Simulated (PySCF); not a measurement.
```xyz
16
charge 0, multiplicity 1
N    -2.6460   -0.0674    0.4669
C    -1.5707    0.8158    0.0686
C    -0.1842    0.2149   -0.0142
C     0.9062    0.9911   -0.3980
C     2.1594    0.4106   -0.4808
C     2.2813   -0.9381   -0.1745
N     1.2604   -1.6840    0.2020
C     0.0673   -1.1201    0.2798
H    -2.4747   -0.4451    1.3924
H    -2.7263   -0.8450   -0.1794
H    -1.8330    1.2293   -0.9119
H    -1.5515    1.6522    0.7761
H     0.7709    2.0390   -0.6285
H     3.0228    0.9877   -0.7759
H     3.2360   -1.4451   -0.2309
H    -0.7253   -1.7867    0.5970
```

Geometry: an image of a reaction path computed with GFN2-xTB, not a minimum.

Work out the structure from the coordinates.

It has 16 atoms: 6 carbon, 8 hydrogen and 2 nitrogen (C6H8N2). SMILES: `NCc1cccnc1`. Independent rings (smallest set): 1 of 6 members, 1 of them aromatic. Among its groups: primary amine. Coordination: 1 N trigonal pyramidal; 1 C tetrahedral; 5 C trigonal planar; 1 N bent.

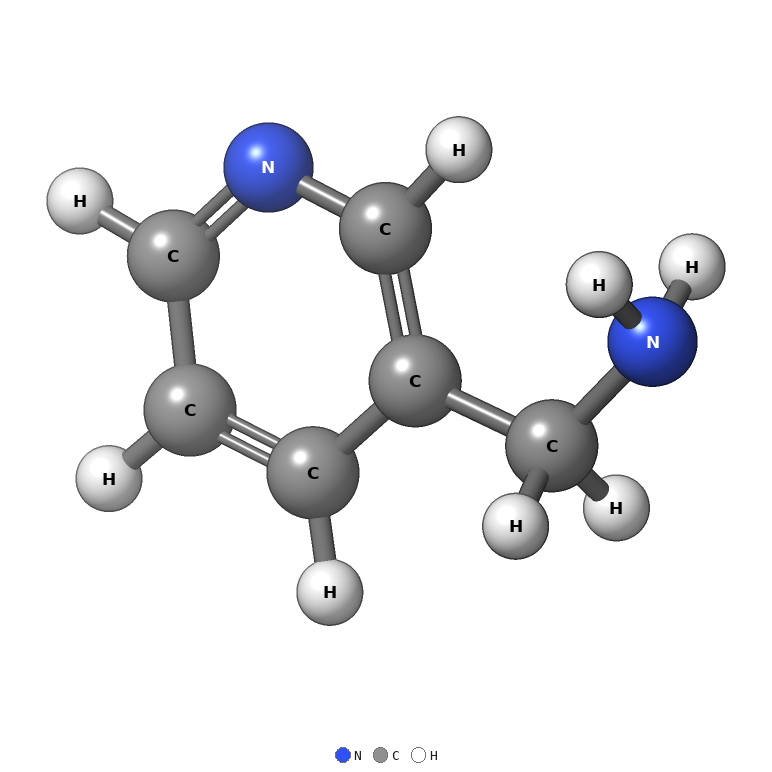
